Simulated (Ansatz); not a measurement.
The starting structures come from a database of crystals and need not be the phases stable at ambient conditions.

 Where the default PAW files enter, the runs use the earlier of Ansatz's two default sets.

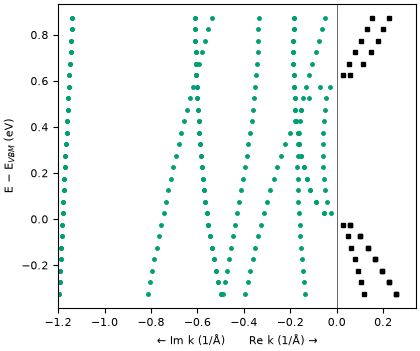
Complex bands at the centre of the two-dimensional zone; Ansatz (an electronic-structure program) with r2SCAN

The gap is the functional's own, uncorrected, and κ follows it; spin-orbit coupling is left out. Mid-gap values are interpolated between the computed energies.

### Question
This is Sr3BiN (Pm-3m, anti-perovskite, not sure to be the ambient phase, 5 atoms a cell, 28.7 Å³ an atom) along the normal of (001). Read off the slowest decay at the centre of the two-dimensional zone at 0.33 eV, the computed energy nearest the middle of the gap.

### Answer
κ ≈ 0.06 1/Å, a decay length 1/(2κ) of the density of 8.3 Å.
